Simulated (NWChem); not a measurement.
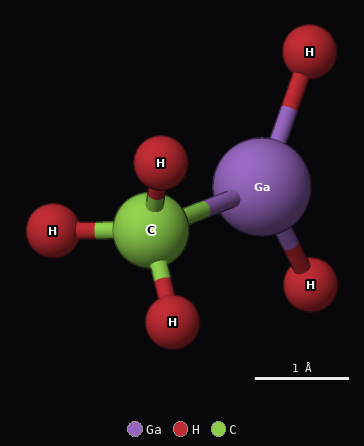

The input geometry (ball-and-stick view, seen at a tilt). Sticks mark near contacts.

# CH5Ga: energy and gradient calculation

The run: energy and gradient calculation of CH5Ga, SMILES [H][Ga]([H])[CH3]. Method and program: B3LYP/6-31G*, RKS (NWChem 7.3.0).

The geometry comes from this level: GFN2-xTB.

**Input file**
```
start ch5ga
title "CH5Ga B3LYP"
memory stack 880 mb heap 220 mb global 1100 mb
geometry units angstroms noautosym nocenter noautoz
  Ga       0.530950       0.929410       0.001880
  H        2.107200       1.037040       0.032620
  H       -0.161530       2.348530      -0.037430
  C       -0.472660      -0.822080       0.002660
  H       -0.574060      -1.221230      -1.011230
  H       -1.480470      -0.696670       0.410990
  H        0.050570      -1.574990       0.600500
end
basis "ao basis" spherical bse
  * library 6-31G*
end
dft
  xc b3lyp
  grid xfine
  convergence energy 1e-08
  maxiter 100
  mulliken
  noprint "final vectors analysis"
end
task dft gradient
```

Run on 1 thread of AMD EPYC (Zen 3), 128 GiB of memory available, shared host.

Run as:
```bash
nwchem ch5ga.nw > ch5ga.out
```

**Output**
```
Northwest Computational Chemistry Package (NWChem) 7.3.0
             --------------------------------------------------------

           Job information
           ---------------

    nwchem branch   = 7.3.0
    use scalapack   = T
    input           = ch5ga.nw
    prefix          = ch5ga.
    data base       = ./ch5ga.db
    status          = startup
    nproc           =        1

           Memory information
           ------------------

    heap     =     28835834 doubles =      220.0 Mbytes
    stack    =    115343359 doubles =      880.0 Mbytes
    global   =    144179200 doubles =     1100.0 Mbytes (distinct from heap & stack)
    total    =    288358393 doubles =     2200.0 Mbytes
    verify   = yes
    hardfail = no

           Directory information
           ---------------------

  0 permanent = .
  0 scratch   = .

                                NWChem Input Module
                                -------------------

                                    CH5Ga B3LYP
                                    -----------

 Scaling coordinates for geometry "geometry" by  1.889725989
 (inverse scale =  0.529177249)

                             Geometry "geometry" -> ""
                             -------------------------

 Output coordinates in angstroms (scale by  1.889725989 to convert to a.u.)

  No.       Tag          Charge          X              Y              Z
 ---- ---------------- ---------- -------------- -------------- --------------
    1 Ga                  31.0000     0.53095000     0.92941000     0.00188000
    2 H                    1.0000     2.10720000     1.03704000     0.03262000
    3 H                    1.0000    -0.16153000     2.34853000    -0.03743000
    4 C                    6.0000    -0.47266000    -0.82208000     0.00266000
    5 H                    1.0000    -0.57406000    -1.22123000    -1.01123000
    6 H                    1.0000    -1.48047000    -0.69667000     0.41099000
    7 H                    1.0000     0.05057000    -1.57499000     0.60050000

      Atomic Mass
      -----------

      Ga                68.925700
      H                  1.007825
      C                 12.000000

 Effective nuclear repulsion energy (a.u.)     100.9743474805

            Nuclear Dipole moment (a.u.)
            ----------------------------
        X                 Y               Z
 ---------------- ---------------- ----------------
    25.6345109803    44.9223961252     0.1316950041

            XYZ format geometry
            -------------------
     7
 geometry
 Ga                    0.53095000     0.92941000     0.00188000
 H                     2.10720000     1.03704000     0.03262000
 H                    -0.16153000     2.34853000    -0.03743000
 C                    -0.47266000    -0.82208000     0.00266000
 H                    -0.57406000    -1.22123000    -1.01123000
 H                    -1.48047000    -0.69667000     0.41099000
 H                     0.05057000    -1.57499000     0.60050000

 ==============================================================================
                                internuclear distances
 ------------------------------------------------------------------------------
       center one      |      center two      | atomic units |  angstroms
 ------------------------------------------------------------------------------
    2 H                |   1 Ga               |     2.98618  |     1.58022
    3 H                |   1 Ga               |     2.98492  |     1.57955
    4 C                |   1 Ga               |     3.81470  |     2.01865
    5 H                |   4 C                |     2.06800  |     1.09434
    6 H                |   4 C                |     2.06849  |     1.09460
    7 H                |   4 C                |     2.06841  |     1.09456
 ------------------------------------------------------------------------------
                         number of included internuclear distances:          6
 ==============================================================================

 ==============================================================================
                                 internuclear angles
 ------------------------------------------------------------------------------
        center 1       |       center 2       |       center 3       |  degrees
 ------------------------------------------------------------------------------
    2 H                |   1 Ga               |   3 H                |   112.12
    2 H                |   1 Ga               |   4 C                |   123.71
    3 H                |   1 Ga               |   4 C                |   124.17
    1 Ga               |   4 C                |   5 H                |   111.23
    1 Ga               |   4 C                |   6 H                |   111.01
    1 Ga               |   4 C                |   7 H                |   111.06
    5 H                |   4 C                |   6 H                |   107.58
    5 H                |   4 C                |   7 H                |   107.42
    6 H                |   4 C                |   7 H                |   108.37
 ------------------------------------------------------------------------------
                            number of included internuclear angles:          9
 ==============================================================================

 Summary of "ao basis" -> "" (spherical)
 ------------------------------------------------------------------------------
       Tag                 Description            Shells   Functions and Types
 ---------------- ------------------------------  ------  ---------------------
 *                           6-31G*                   on all atoms

                                 NWChem DFT Module
                                 -----------------

                                    CH5Ga B3LYP

                      Basis "ao basis" -> "ao basis" (spherical)
                      -----
  [basis functions not shown]

 Summary of "ao basis" -> "ao basis" (spherical)
 ------------------------------------------------------------------------------
       Tag                 Description            Shells   Functions and Types
 ---------------- ------------------------------  ------  ---------------------
 Ga                          6-31G*                 12       32   5s4p3d
 H                           6-31G*                  2        2   2s
 C                           6-31G*                  6       14   3s2p1d

 Summary of "ao basis" -> "ao basis" (spherical)
 ------------------------------------------------------------------------------
       Tag                 Description            Shells   Functions and Types
 ---------------- ------------------------------  ------  ---------------------
 Ga                          6-31G*                 12       32   5s4p3d
 H                           6-31G*                  2        2   2s
 C                           6-31G*                  6       14   3s2p1d

  Caching 1-el integrals
  itol2e modified to match energy
  convergence criterion.
  tol_rho modified to match energy
  convergence criterion.

            General Information
            -------------------
          SCF calculation type: DFT
          Wavefunction type:  closed shell.
          No. of atoms     :     7
          No. of electrons :    42
           Alpha electrons :    21
            Beta electrons :    21
          Charge           :     0
          Spin multiplicity:     1
          Use of symmetry is: off; symmetry adaption is: off
          Maximum number of iterations: 100
          AO basis - number of functions:    56
                     number of shells:    28
          Convergence on energy requested:  1.00D-08
          Convergence on density requested:  1.00D-05
          Convergence on gradient requested:  5.00D-04

              XC Information
              --------------
                         B3LYP Method XC Potential
                     Hartree-Fock (Exact) Exchange  0.200
                        Slater Exchange Functional  0.800 local
                    Becke 1988 Exchange Functional  0.720 non-local
              Lee-Yang-Parr Correlation Functional  0.810
                  VWN I RPA Correlation Functional  0.190 local

             Grid Information
             ----------------
          Grid used for XC integration:  xfine
          Radial quadrature: Mura-Knowles
          Angular quadrature: Lebedev.
          Tag              B.-S. Rad. Rad. Pts. Rad. Cut. Ang. Pts.
          ---              ---------- --------- --------- ---------
          Ga                  1.30      160           9.0      1454
          H                   0.35      100          11.0      1202
          C                   0.70      100          10.0      1454
          Grid pruning is: on
          Number of quadrature shells:   760
          Spatial weights used:  Erf1

          Convergence Information
          -----------------------
          Convergence aids based upon iterative change in
          total energy or number of iterations.
          Levelshifting, if invoked, occurs when the
          HOMO/LUMO gap drops below (HL_TOL):  1.00D-02
          DIIS, if invoked, will attempt to extrapolate
          using up to (NFOCK): 10 stored Fock matrices.

                    Damping( 0%)  Levelshifting(0.5)       DIIS
                  --------------- ------------------- ---------------
          dE  on:    start            ASAP                start
          dE off:    2 iters        100 iters           100 iters

      Screening Tolerance Information
      -------------------------------
          Density screening/tol_rho:  1.00D-11
          AO Gaussian exp screening on grid/accAOfunc:  18
          CD Gaussian exp screening on grid/accCDfunc:  20
          XC Gaussian exp screening on grid/accXCfunc:  20
          Schwarz screening/accCoul:  1.00D-09

      Superposition of Atomic Density Guess
      -------------------------------------

 Sum of atomic energies:       -1963.09681512

      Non-variational initial energy
      ------------------------------

 Total energy =   -1963.827573
 1-e energy   =   -2937.330404
 2-e energy   =     872.528484
 HOMO         =      -0.331675
 LUMO         =      -0.008234

   Time after variat. SCF:      0.6

     ---------------------------------------------
      Total Density - Mulliken Population Analysis
     ---------------------------------------------

    Atom       Charge   Shell Charges
 -----------   ------   -------------------------------------------------------
    1 Ga  31    30.53   2.00  2.00  6.00  2.00  5.99  1.15  1.06  0.11  0.14  6.84  2.97  0.27
    2 H    1     1.09   0.47  0.62
    3 H    1     1.09   0.47  0.62
    4 C    6     7.04   2.00  0.73  2.11  0.72  1.46  0.02
    5 H    1     0.75   0.46  0.29
    6 H    1     0.75   0.46  0.29
    7 H    1     0.75   0.46  0.29
   Time prior to 1st pass:      0.6

 Grid_pts file          = ./ch5ga.gridpts.0
 Record size in doubles =  12289        No. of grid_pts per rec  =   3070
 Max. records in memory =    397        Max. recs in file   = *********

 Grid integrated density:      41.999997418685
 Requested integration accuracy:   0.10E-07

           Memory utilization after 1st SCF pass:
           Heap Space remaining (MW):        0.00                  62
          Stack Space remaining (MW):      115.34           115342860

   convergence    iter        energy       DeltaE   RMS-Dens  Diis-err    time
 ---------------- ----- ----------------- --------- --------- ---------  ------
 d= 0,ls=0.0,diis     1  -1965.6907631486 -2.07D+03  1.13D-02  1.62D-01     3.0
 Grid integrated density:      41.999997294650
 Requested integration accuracy:   0.10E-07
 d= 0,ls=0.0,diis     2  -1965.7092740405 -1.85D-02  3.65D-03  6.25D-02     5.1
 d= 0,ls=0.0,diis     3  -1965.7138973769 -4.62D-03  1.65D-03  1.60D-02     7.3
 d= 0,ls=0.0,diis     4  -1965.7158962618 -2.00D-03  3.03D-04  4.78D-04     9.4
 d= 0,ls=0.0,diis     5  -1965.7159588946 -6.26D-05  6.76D-05  2.45D-05    11.6
  Resetting Diis
 d= 0,ls=0.0,diis     6  -1965.7159601159 -1.22D-06  1.97D-05  1.44D-06    13.9
 d= 0,ls=0.0,diis     7  -1965.7159602776 -1.62D-07  2.43D-06  1.08D-08    16.1
 d= 0,ls=0.0,diis     8  -1965.7159602785 -8.95D-10  1.10D-06  5.64D-09    18.4

         Total DFT energy =    -1965.715960278543
      One electron energy =    -2938.104778575296
           Coulomb energy =      953.742958984674
    Exchange-Corr. energy =      -82.328488168398
 Nuclear repulsion energy =      100.974347480477

 Numeric. integr. density =       42.000000164545

     Total iterative time =     17.8s

     ---------------------------------------------
      Total Density - Mulliken Population Analysis
     ---------------------------------------------

    Atom       Charge   Shell Charges
 -----------   ------   -------------------------------------------------------
    1 Ga  31    30.98   2.00  2.00  6.00  2.00  5.99  1.27  1.45  0.05  0.12  6.80  2.93  0.37
    2 H    1     0.98   0.48  0.50
    3 H    1     0.98   0.48  0.50
    4 C    6     6.57   2.00  0.67  2.09  0.65  1.14  0.02
    5 H    1     0.83   0.52  0.32
    6 H    1     0.83   0.52  0.31
    7 H    1     0.83   0.52  0.31

     -------------------------------------------
      Total Density - Lowdin Population Analysis
     -------------------------------------------

    Atom       Charge   Shell Charges
 -----------   ------   -------------------------------------------------------
    1 Ga  31    30.88   2.00  2.00  6.00  1.98  5.91  0.85  1.32  0.28  0.38  6.61  3.06  0.50
    2 H    1     1.01   0.46  0.55
    3 H    1     1.01   0.46  0.55
    4 C    6     6.55   1.99  0.56  1.88  0.47  1.61  0.04
    5 H    1     0.84   0.48  0.36
    6 H    1     0.85   0.49  0.36
    7 H    1     0.85   0.49  0.36

 center of mass
 --------------
 x =   0.67850093 y =   1.18897266 z =   0.00344939

 moments of inertia (a.u.)
 ------------------
         165.408984606568         -81.211329261395          -0.268459006229
         -81.211329261395          70.139941658831           0.200602344915
          -0.268459006229           0.200602344915         224.358847878140

     Multipole analysis of the density
     ---------------------------------

     L   x y z        total         alpha         beta         nuclear
     -   - - -        -----         -----         ----         -------
     0   0 0 0     -0.000000    -21.000000    -21.000000     42.000000

     1   1 0 0     -0.184199    -12.909355    -12.909355     25.634511
     1   0 1 0     -0.314554    -22.618475    -22.618475     44.922396
     1   0 0 1     -0.000809     -0.066252     -0.066252      0.131695

     2   2 0 0    -20.481074    -40.719334    -40.719334     60.957594
     2   1 1 0     -0.260425    -37.782920    -37.782920     75.305416
     2   1 0 1     -0.055119     -0.207182     -0.207182      0.359244
     2   0 2 0    -20.733429    -85.146899    -85.146899    149.560369
     2   0 1 1      0.091810      0.064105      0.064105     -0.036400
     2   0 0 2    -16.810769    -11.181380    -11.181380      5.551992

            General Information
            -------------------
          SCF calculation type: DFT
          Wavefunction type:  closed shell.
          No. of atoms     :     7
          No. of electrons :    42
           Alpha electrons :    21
            Beta electrons :    21
          Charge           :     0
          Spin multiplicity:     1
          Use of symmetry is: off; symmetry adaption is: off
          Maximum number of iterations: 100
          AO basis - number of functions:    56
                     number of shells:    28
          Convergence on energy requested:  1.00D-08
          Convergence on density requested:  1.00D-05
          Convergence on gradient requested:  5.00D-04

              XC Information
              --------------
                         B3LYP Method XC Potential
                     Hartree-Fock (Exact) Exchange  0.200
                        Slater Exchange Functional  0.800 local
                    Becke 1988 Exchange Functional  0.720 non-local
              Lee-Yang-Parr Correlation Functional  0.810
                  VWN I RPA Correlation Functional  0.190 local

             Grid Information
             ----------------
          Grid used for XC integration:  xfine
          Radial quadrature: Mura-Knowles
          Angular quadrature: Lebedev.
          Tag              B.-S. Rad. Rad. Pts. Rad. Cut. Ang. Pts.
          ---              ---------- --------- --------- ---------
          Ga                  1.30      160           9.0      1454
          H                   0.35      100          11.0      1202
          C                   0.70      100          10.0      1454
          Grid pruning is: on
          Number of quadrature shells:   760
          Spatial weights used:  Erf1

          Convergence Information
          -----------------------
          Convergence aids based upon iterative change in
          total energy or number of iterations.
          Levelshifting, if invoked, occurs when the
          HOMO/LUMO gap drops below (HL_TOL):  1.00D-02
          DIIS, if invoked, will attempt to extrapolate
          using up to (NFOCK): 10 stored Fock matrices.

                    Damping( 0%)  Levelshifting(0.5)       DIIS
                  --------------- ------------------- ---------------
          dE  on:    start            ASAP                start
          dE off:    2 iters        100 iters           100 iters

      Screening Tolerance Information
      -------------------------------
          Density screening/tol_rho:  1.00D-11
          AO Gaussian exp screening on grid/accAOfunc:  18
          CD Gaussian exp screening on grid/accCDfunc:  20
          XC Gaussian exp screening on grid/accXCfunc:  20
          Schwarz screening/accCoul:  1.00D-09

                            NWChem DFT Gradient Module
                            --------------------------

                                    CH5Ga B3LYP

  charge          =   0.00
  wavefunction    = closed shell

                         DFT ENERGY GRADIENTS

    atom               coordinates                        gradient
                 x          y          z           x          y          z
   1 Ga      1.003350   1.756330   0.003553    0.002734   0.005819   0.000966
   2 H       3.982031   1.959721   0.061643   -0.002339   0.003766  -0.000165
   3 H      -0.305247   4.438078  -0.070732    0.004575  -0.000153   0.000046
   4 C      -0.893198  -1.553506   0.005027   -0.002221  -0.006267  -0.003680
   5 H      -1.084816  -2.307790  -1.910948   -0.001176  -0.001301   0.002286
   6 H      -2.797683  -1.316515   0.776658   -0.000105  -0.001206   0.000391
   7 H       0.095563  -2.976300   1.134780   -0.001470  -0.000658   0.000157

                 ----------------------------------------
                 |  Time  |  1-e(secs)   |  2-e(secs)   |
                 ----------------------------------------
                 |  CPU   |       0.00   |       3.73   |
                 ----------------------------------------
                 |  WALL  |       0.00   |       3.73   |
                 ----------------------------------------

 Task  times  cpu:       24.5s     wall:       24.5s
 Total times  cpu:       24.5s     wall:       24.5s
```

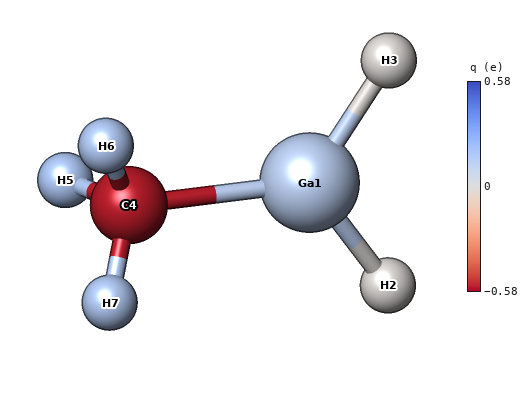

Löwdin charges, as the colour of each atom (ball-and-stick view, seen at a tilt; atoms are numbered from 1 in the order of the input). By element: Ga +0.12, H −0.01 to +0.16 and C −0.55 e.

**Summary**

```json
{"quantity": "outcome", "value": "converged"}
{"quantity": "total energy", "value": "−1965.715960 hartree"}
{"quantity": "basis functions", "value": "56"}
{"quantity": "largest force", "value": "0.391 eV/Å"}
{"quantity": "dipole moment", "value": "0.93 D"}
{"quantity": "wall time", "value": "25 s"}
{"quantity": "peak memory", "value": "0.13 GiB"}
```
